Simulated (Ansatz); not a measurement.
# Si3H8: molecular dynamics (part 1 of 4)

- system: Si3H8
- method: RKS B3LYP-D4/6-31G* (Ansatz 0.2.0)

It belongs to a series of runs on one base structure; here: dynamics from the last frame of an earlier run. Figures and captions count atoms from 1; the log counts them from 0 in places.

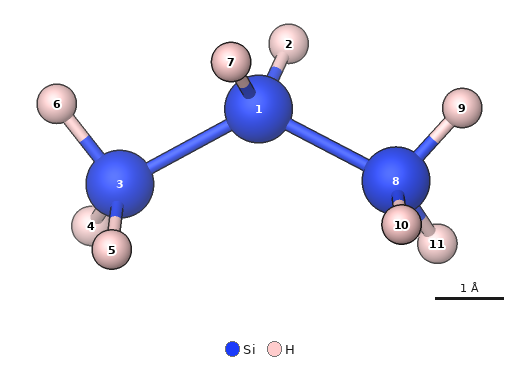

The starting structure (ball-and-stick view, seen on its broad side; atoms are numbered from 1 in the order of the input). Bond lengths as drawn: H–Si 1.45 to 1.51 Å and Si–Si 2.30 to 2.33 Å.

Summary:

- outcome: finished
- mean temperature over the second half: 351 K
- trajectory: 150 steps, 75 fs
- ensemble: nvt_langevin
- temperature in the input: 400.0 K
- time step: 0.5 fs
- potential energy (last step): −23763.3533 eV
- mean-field energy (last step): −23762.9568 eV
- largest force (length of the vector) (last step): 1.223 eV/Å
- hardware: 1 thread of Arm Neoverse V2, 24 GiB of memory available, shared host
- wall time: 8.1 min
- peak memory: 0.14 GiB

So short a trajectory is not equilibrated. The logged temperature at the start can lie below the typed one, since it is counted over all degrees of freedom.

The input:
```yaml
crystal:
  periodic: [false, false, false]
  atoms:
    - { symbol: Si, position_ang: [0.133997, -0.256488, 0.100332] }
    - { symbol: H, position_ang: [-0.031418, -0.61204, 1.492318] }
    - { symbol: Si, position_ang: [2.231326, 0.249275, -0.78376] }
    - { symbol: H, position_ang: [3.404208, -0.589085, -0.521734] }
    - { symbol: H, position_ang: [2.062765, 0.500888, -2.246561] }
    - { symbol: H, position_ang: [2.527001, 1.504739, -2.2e-05] }
    - { symbol: H, position_ang: [-0.390042, 1.094986, -0.141682] }
    - { symbol: Si, position_ang: [-1.272705, -1.864428, -0.743252] }
    - { symbol: H, position_ang: [-2.456153, -1.811517, 0.097259] }
    - { symbol: H, position_ang: [-1.783966, -1.470792, -2.037661] }
    - { symbol: H, position_ang: [-0.961109, -3.31262, -0.821812] }
basis:
  gaussian: { orbitals: "6-31G*" }
hamiltonian:
  xc: b3lyp
  dispersion: d4
md:
  timestep: 0.5
  n_steps: 150
  ensemble: nvt_langevin
  temperature: 400.0
  initial_velocities: maxwell_boltzmann
  seed: 778972
  friction: 0.001
```

Launch command:
```bash
ansatz run input.yaml --threads 1 --pin off --max-ram 2048MiB --backend cpu --events-out ev --progress --plain --runs-dir out
```

The program's output:
```
Engine: ansatz 0.2.0, aarch64-unknown-linux-gnu
Functional definition: B3LYP
  parameter a0 = 0.2
  parameter ax = 0.72
  parameter ac = 0.81
  exchange = (1 - a0 - ax)*slater_x + ax*b88_x + a0*exact_x
  correlation = (1 - ac)*vwn_rpa_c + ac*lyp_c
793 factors; integrals over basis functions are off by at most 7.6e-4 eV
mean field evaluation 1: about -23762.0971 eV, gradient 1.2e1 eV
mean field evaluation 2: about -23762.6447 eV, gradient 5.2e0 eV
mean field evaluation 4: about -23762.7568 eV, gradient 3.0e-1 eV
mean field evaluation 8: about -23762.7683 eV, gradient 1.8e-3 eV
mean field -23762.76831314 eV, -873.2656285250 hartree, gradient 4.6e-5 eV, S^2 0.000000; 0 other end points of the search recorded, 0 dependent functions left out
the calculation of the forces begins
reference -23762.76859813 eV, -873.2656389982 hartree; 25, 25 occupied and 48, 48 virtual orbitals, 793 factors
md step     0: t =     0.00 fs  T =   363.6 K  F+E_penalty+E_count = -23763.14704679 eV  E_kin = 0.517040 eV  (21 SCF iters)
these checks for a lower state are left out or cut short: starts, cluster_reference, orbital_swaps, neighbouring_geometries, increment
793 factors; integrals over basis functions are off by at most 7.7e-4 eV
mean field evaluation 16: about -23762.7466 eV, gradient 5.7e-2 eV
mean field -23762.74658262 eV, -873.2648299431 hartree, gradient 1.3e-5 eV, S^2 0.000000; 0 other end points of the search recorded, 0 dependent functions left out
the calculation of the forces begins
reference -23762.74686777 eV, -873.2648404220 hartree; 25, 25 occupied and 48, 48 virtual orbitals, 793 factors
md step     1: t =     0.50 fs  T =   347.2 K  F+E_penalty+E_count = -23763.12512184 eV  E_kin = 0.493601 eV  (24 SCF iters, 3 dispersion substeps)
[... from here on the SCF iterations and repeated set-up lines of each step are left out, up to the last step ...]
md step     2: t =     1.00 fs  T =   326.3 K  F+E_penalty+E_count = -23763.10407312 eV  E_kin = 0.463925 eV  (20 SCF iters, 3 dispersion substeps)
md step     3: t =     1.50 fs  T =   312.2 K  F+E_penalty+E_count = -23763.08835920 eV  E_kin = 0.443904 eV  (21 SCF iters, 3 dispersion substeps)
md step     4: t =     2.00 fs  T =   308.5 K  F+E_penalty+E_count = -23763.08126442 eV  E_kin = 0.438589 eV  (21 SCF iters, 3 dispersion substeps)
md step     5: t =     2.50 fs  T =   310.4 K  F+E_penalty+E_count = -23763.08377984 eV  E_kin = 0.441288 eV  (21 SCF iters, 3 dispersion substeps)
md step     6: t =     3.00 fs  T =   315.9 K  F+E_penalty+E_count = -23763.09510777 eV  E_kin = 0.449214 eV  (21 SCF iters, 3 dispersion substeps)
md step     7: t =     3.50 fs  T =   333.4 K  F+E_penalty+E_count = -23763.11237239 eV  E_kin = 0.473981 eV  (21 SCF iters, 3 dispersion substeps)
md step     8: t =     4.00 fs  T =   345.6 K  F+E_penalty+E_count = -23763.13125630 eV  E_kin = 0.491438 eV  (21 SCF iters, 3 dispersion substeps)
md step     9: t =     4.50 fs  T =   360.9 K  F+E_penalty+E_count = -23763.14840031 eV  E_kin = 0.513145 eV  (21 SCF iters, 3 dispersion substeps)
md step    10: t =     5.00 fs  T =   368.4 K  F+E_penalty+E_count = -23763.16181423 eV  E_kin = 0.523810 eV  (25 SCF iters, 3 dispersion substeps)
md step    11: t =     5.50 fs  T =   373.1 K  F+E_penalty+E_count = -23763.17028414 eV  E_kin = 0.530446 eV  (25 SCF iters, 3 dispersion substeps)
md step    12: t =     6.00 fs  T =   370.9 K  F+E_penalty+E_count = -23763.17378975 eV  E_kin = 0.527428 eV  (25 SCF iters, 3 dispersion substeps)
md step    13: t =     6.50 fs  T =   373.9 K  F+E_penalty+E_count = -23763.17340096 eV  E_kin = 0.531564 eV  (25 SCF iters, 3 dispersion substeps)
md step    14: t =     7.00 fs  T =   374.1 K  F+E_penalty+E_count = -23763.17046947 eV  E_kin = 0.531960 eV  (21 SCF iters, 3 dispersion substeps)
md step    15: t =     7.50 fs  T =   374.1 K  F+E_penalty+E_count = -23763.16643500 eV  E_kin = 0.531859 eV  (21 SCF iters, 3 dispersion substeps)
md step    16: t =     8.00 fs  T =   365.0 K  F+E_penalty+E_count = -23763.16201262 eV  E_kin = 0.518964 eV  (21 SCF iters, 3 dispersion substeps)
md step    17: t =     8.50 fs  T =   364.3 K  F+E_penalty+E_count = -23763.15874109 eV  E_kin = 0.518031 eV  (21 SCF iters, 3 dispersion substeps)
md step    18: t =     9.00 fs  T =   368.7 K  F+E_penalty+E_count = -23763.15776641 eV  E_kin = 0.524271 eV  (21 SCF iters, 3 dispersion substeps)
md step    19: t =     9.50 fs  T =   369.8 K  F+E_penalty+E_count = -23763.15945002 eV  E_kin = 0.525841 eV  (22 SCF iters, 3 dispersion substeps)
md step    20: t =    10.00 fs  T =   372.9 K  F+E_penalty+E_count = -23763.16406494 eV  E_kin = 0.530234 eV  (21 SCF iters, 3 dispersion substeps)
md step    21: t =    10.50 fs  T =   374.7 K  F+E_penalty+E_count = -23763.17207486 eV  E_kin = 0.532723 eV  (21 SCF iters, 3 dispersion substeps)
md step    22: t =    11.00 fs  T =   378.5 K  F+E_penalty+E_count = -23763.18306707 eV  E_kin = 0.538110 eV  (20 SCF iters, 3 dispersion substeps)
md step    23: t =    11.50 fs  T =   384.8 K  F+E_penalty+E_count = -23763.19526318 eV  E_kin = 0.547068 eV  (25 SCF iters, 3 dispersion substeps)
md step    24: t =    12.00 fs  T =   393.0 K  F+E_penalty+E_count = -23763.20695721 eV  E_kin = 0.558725 eV  (25 SCF iters, 3 dispersion substeps)
md step    25: t =    12.50 fs  T =   392.4 K  F+E_penalty+E_count = -23763.21533389 eV  E_kin = 0.557874 eV  (24 SCF iters, 3 dispersion substeps)
md step    26: t =    13.00 fs  T =   395.9 K  F+E_penalty+E_count = -23763.21743080 eV  E_kin = 0.562875 eV  (24 SCF iters, 3 dispersion substeps)
md step    27: t =    13.50 fs  T =   387.7 K  F+E_penalty+E_count = -23763.21067404 eV  E_kin = 0.551294 eV  (24 SCF iters, 3 dispersion substeps)
md step    28: t =    14.00 fs  T =   379.0 K  F+E_penalty+E_count = -23763.19460014 eV  E_kin = 0.538940 eV  (24 SCF iters, 3 dispersion substeps)
md step    29: t =    14.50 fs  T =   361.6 K  F+E_penalty+E_count = -23763.17084963 eV  E_kin = 0.514078 eV  (24 SCF iters, 3 dispersion substeps)
md step    30: t =    15.00 fs  T =   334.6 K  F+E_penalty+E_count = -23763.14229639 eV  E_kin = 0.475816 eV  (24 SCF iters, 3 dispersion substeps)
md step    31: t =    15.50 fs  T =   319.7 K  F+E_penalty+E_count = -23763.11227467 eV  E_kin = 0.454557 eV  (25 SCF iters, 3 dispersion substeps)
md step    32: t =    16.00 fs  T =   303.0 K  F+E_penalty+E_count = -23763.08431838 eV  E_kin = 0.430875 eV  (21 SCF iters, 3 dispersion substeps)
md step    33: t =    16.50 fs  T =   290.9 K  F+E_penalty+E_count = -23763.06284888 eV  E_kin = 0.413630 eV  (21 SCF iters, 3 dispersion substeps)
md step    34: t =    17.00 fs  T =   278.8 K  F+E_penalty+E_count = -23763.04939301 eV  E_kin = 0.396361 eV  (21 SCF iters, 3 dispersion substeps)
md step    35: t =    17.50 fs  T =   278.2 K  F+E_penalty+E_count = -23763.04350391 eV  E_kin = 0.395608 eV  (21 SCF iters, 3 dispersion substeps)
md step    36: t =    18.00 fs  T =   285.4 K  F+E_penalty+E_count = -23763.04516616 eV  E_kin = 0.405839 eV  (21 SCF iters, 3 dispersion substeps)
md step    37: t =    18.50 fs  T =   293.3 K  F+E_penalty+E_count = -23763.05221577 eV  E_kin = 0.416961 eV  (21 SCF iters, 3 dispersion substeps)
md step    38: t =    19.00 fs  T =   292.3 K  F+E_penalty+E_count = -23763.06105569 eV  E_kin = 0.415675 eV  (21 SCF iters, 3 dispersion substeps)
md step    39: t =    19.50 fs  T =   297.5 K  F+E_penalty+E_count = -23763.06941105 eV  E_kin = 0.423067 eV  (22 SCF iters, 3 dispersion substeps)
md step    40: t =    20.00 fs  T =   305.6 K  F+E_penalty+E_count = -23763.07604523 eV  E_kin = 0.434489 eV  (21 SCF iters, 3 dispersion substeps)
md step    41: t =    20.50 fs  T =   309.6 K  F+E_penalty+E_count = -23763.08028251 eV  E_kin = 0.440149 eV  (21 SCF iters, 3 dispersion substeps)
md step    42: t =    21.00 fs  T =   309.3 K  F+E_penalty+E_count = -23763.08239093 eV  E_kin = 0.439838 eV  (21 SCF iters, 3 dispersion substeps)
md step    43: t =    21.50 fs  T =   312.7 K  F+E_penalty+E_count = -23763.08267319 eV  E_kin = 0.444653 eV  (21 SCF iters, 3 dispersion substeps)
md step    44: t =    22.00 fs  T =   317.0 K  F+E_penalty+E_count = -23763.08135910 eV  E_kin = 0.450754 eV  (21 SCF iters, 3 dispersion substeps)
md step    45: t =    22.50 fs  T =   314.7 K  F+E_penalty+E_count = -23763.08019489 eV  E_kin = 0.447497 eV  (21 SCF iters, 3 dispersion substeps)
md step    46: t =    23.00 fs  T =   313.6 K  F+E_penalty+E_count = -23763.08131323 eV  E_kin = 0.445870 eV  (21 SCF iters, 3 dispersion substeps)
md step    47: t =    23.50 fs  T =   315.5 K  F+E_penalty+E_count = -23763.08625279 eV  E_kin = 0.448620 eV  (21 SCF iters, 3 dispersion substeps)
md step    48: t =    24.00 fs  T =   318.4 K  F+E_penalty+E_count = -23763.09599221 eV  E_kin = 0.452713 eV  (21 SCF iters, 3 dispersion substeps)
md step    49: t =    24.50 fs  T =   328.2 K  F+E_penalty+E_count = -23763.11138731 eV  E_kin = 0.466619 eV  (21 SCF iters, 3 dispersion substeps)
md step    50: t =    25.00 fs  T =   347.2 K  F+E_penalty+E_count = -23763.13246421 eV  E_kin = 0.493689 eV  (21 SCF iters, 3 dispersion substeps)
md step    51: t =    25.50 fs  T =   365.2 K  F+E_penalty+E_count = -23763.15874068 eV  E_kin = 0.519220 eV  (21 SCF iters, 3 dispersion substeps)
md step    52: t =    26.00 fs  T =   388.4 K  F+E_penalty+E_count = -23763.18899408 eV  E_kin = 0.552267 eV  (21 SCF iters, 3 dispersion substeps)
md step    53: t =    26.50 fs  T =   413.1 K  F+E_penalty+E_count = -23763.22151895 eV  E_kin = 0.587354 eV  (21 SCF iters, 3 dispersion substeps)
md step    54: t =    27.00 fs  T =   431.7 K  F+E_penalty+E_count = -23763.25416975 eV  E_kin = 0.613791 eV  (21 SCF iters, 3 dispersion substeps)
md step    55: t =    27.50 fs  T =   454.5 K  F+E_penalty+E_count = -23763.28511822 eV  E_kin = 0.646305 eV  (25 SCF iters, 3 dispersion substeps)
md step    56: t =    28.00 fs  T =   469.4 K  F+E_penalty+E_count = -23763.31258817 eV  E_kin = 0.667469 eV  (25 SCF iters, 3 dispersion substeps)
md step    57: t =    28.50 fs  T =   483.5 K  F+E_penalty+E_count = -23763.33414463 eV  E_kin = 0.687429 eV  (25 SCF iters, 3 dispersion substeps)
md step    58: t =    29.00 fs  T =   496.4 K  F+E_penalty+E_count = -23763.34789704 eV  E_kin = 0.705791 eV  (25 SCF iters, 3 dispersion substeps)
md step    59: t =    29.50 fs  T =   497.4 K  F+E_penalty+E_count = -23763.35330085 eV  E_kin = 0.707168 eV  (22 SCF iters, 3 dispersion substeps)
md step    60: t =    30.00 fs  T =   501.2 K  F+E_penalty+E_count = -23763.35119001 eV  E_kin = 0.712695 eV  (25 SCF iters, 3 dispersion substeps)
md step    61: t =    30.50 fs  T =   498.3 K  F+E_penalty+E_count = -23763.34307748 eV  E_kin = 0.708560 eV  (25 SCF iters, 3 dispersion substeps)
md step    62: t =    31.00 fs  T =   484.4 K  F+E_penalty+E_count = -23763.33165815 eV  E_kin = 0.688775 eV  (21 SCF iters, 3 dispersion substeps)
md step    63: t =    31.50 fs  T =   473.4 K  F+E_penalty+E_count = -23763.32039592 eV  E_kin = 0.673139 eV  (21 SCF iters, 3 dispersion substeps)
md step    64: t =    32.00 fs  T =   458.1 K  F+E_penalty+E_count = -23763.31198146 eV  E_kin = 0.651344 eV  (21 SCF iters, 3 dispersion substeps)
md step    65: t =    32.50 fs  T =   454.1 K  F+E_penalty+E_count = -23763.30737229 eV  E_kin = 0.645596 eV  (21 SCF iters, 3 dispersion substeps)
md step    66: t =    33.00 fs  T =   453.4 K  F+E_penalty+E_count = -23763.30638440 eV  E_kin = 0.644680 eV  (21 SCF iters, 3 dispersion substeps)
md step    67: t =    33.50 fs  T =   455.4 K  F+E_penalty+E_count = -23763.30673887 eV  E_kin = 0.647459 eV  (21 SCF iters, 3 dispersion substeps)
md step    68: t =    34.00 fs  T =   453.1 K  F+E_penalty+E_count = -23763.30555557 eV  E_kin = 0.644249 eV  (21 SCF iters, 3 dispersion substeps)
md step    69: t =    34.50 fs  T =   452.1 K  F+E_penalty+E_count = -23763.30101968 eV  E_kin = 0.642824 eV  (21 SCF iters, 3 dispersion substeps)
md step    70: t =    35.00 fs  T =   455.0 K  F+E_penalty+E_count = -23763.29127700 eV  E_kin = 0.647013 eV  (25 SCF iters, 3 dispersion substeps)
md step    71: t =    35.50 fs  T =   440.8 K  F+E_penalty+E_count = -23763.27548011 eV  E_kin = 0.626819 eV  (25 SCF iters, 3 dispersion substeps)
md step    72: t =    36.00 fs  T =   419.5 K  F+E_penalty+E_count = -23763.25483815 eV  E_kin = 0.596532 eV  (21 SCF iters, 3 dispersion substeps)
md step    73: t =    36.50 fs  T =   400.7 K  F+E_penalty+E_count = -23763.23034532 eV  E_kin = 0.569783 eV  (21 SCF iters, 3 dispersion substeps)
md step    74: t =    37.00 fs  T =   376.1 K  F+E_penalty+E_count = -23763.20307410 eV  E_kin = 0.534767 eV  (21 SCF iters, 3 dispersion substeps)
md step    75: t =    37.50 fs  T =   352.2 K  F+E_penalty+E_count = -23763.17504917 eV  E_kin = 0.500783 eV  (21 SCF iters, 3 dispersion substeps)
md step    76: t =    38.00 fs  T =   330.1 K  F+E_penalty+E_count = -23763.14780296 eV  E_kin = 0.469379 eV  (21 SCF iters, 3 dispersion substeps)
md step    77: t =    38.50 fs  T =   310.8 K  F+E_penalty+E_count = -23763.12272590 eV  E_kin = 0.441891 eV  (21 SCF iters, 3 dispersion substeps)
md step    78: t =    39.00 fs  T =   291.8 K  F+E_penalty+E_count = -23763.10048127 eV  E_kin = 0.414854 eV  (21 SCF iters, 3 dispersion substeps)
md step    79: t =    39.50 fs  T =   280.7 K  F+E_penalty+E_count = -23763.08158405 eV  E_kin = 0.399088 eV  (21 SCF iters, 3 dispersion substeps)
md step    80: t =    40.00 fs  T =   269.6 K  F+E_penalty+E_count = -23763.06796308 eV  E_kin = 0.383299 eV  (22 SCF iters, 3 dispersion substeps)
md step    81: t =    40.50 fs  T =   264.3 K  F+E_penalty+E_count = -23763.06213574 eV  E_kin = 0.375851 eV  (21 SCF iters, 3 dispersion substeps)
md step    82: t =    41.00 fs  T =   268.5 K  F+E_penalty+E_count = -23763.06499700 eV  E_kin = 0.381715 eV  (21 SCF iters, 3 dispersion substeps)
md step    83: t =    41.50 fs  T =   278.9 K  F+E_penalty+E_count = -23763.07433091 eV  E_kin = 0.396599 eV  (21 SCF iters, 3 dispersion substeps)
md step    84: t =    42.00 fs  T =   288.6 K  F+E_penalty+E_count = -23763.08697533 eV  E_kin = 0.410325 eV  (21 SCF iters, 3 dispersion substeps)
md step    85: t =    42.50 fs  T =   302.1 K  F+E_penalty+E_count = -23763.10025618 eV  E_kin = 0.429555 eV  (21 SCF iters, 3 dispersion substeps)
md step    86: t =    43.00 fs  T =   309.9 K  F+E_penalty+E_count = -23763.11131367 eV  E_kin = 0.440598 eV  (21 SCF iters, 3 dispersion substeps)
md step    87: t =    43.50 fs  T =   309.7 K  F+E_penalty+E_count = -23763.11781781 eV  E_kin = 0.440368 eV  (21 SCF iters, 3 dispersion substeps)
md step    88: t =    44.00 fs  T =   310.7 K  F+E_penalty+E_count = -23763.11853424 eV  E_kin = 0.441833 eV  (25 SCF iters, 3 dispersion substeps)
md step    89: t =    44.50 fs  T =   314.2 K  F+E_penalty+E_count = -23763.11315779 eV  E_kin = 0.446797 eV  (25 SCF iters, 3 dispersion substeps)
md step    90: t =    45.00 fs  T =   307.5 K  F+E_penalty+E_count = -23763.10270147 eV  E_kin = 0.437215 eV  (21 SCF iters, 3 dispersion substeps)
md step    91: t =    45.50 fs  T =   299.3 K  F+E_penalty+E_count = -23763.08980743 eV  E_kin = 0.425534 eV  (21 SCF iters, 3 dispersion substeps)
md step    92: t =    46.00 fs  T =   292.6 K  F+E_penalty+E_count = -23763.07802050 eV  E_kin = 0.416049 eV  (21 SCF iters, 3 dispersion substeps)
md step    93: t =    46.50 fs  T =   284.7 K  F+E_penalty+E_count = -23763.07079545 eV  E_kin = 0.404751 eV  (21 SCF iters, 3 dispersion substeps)
```
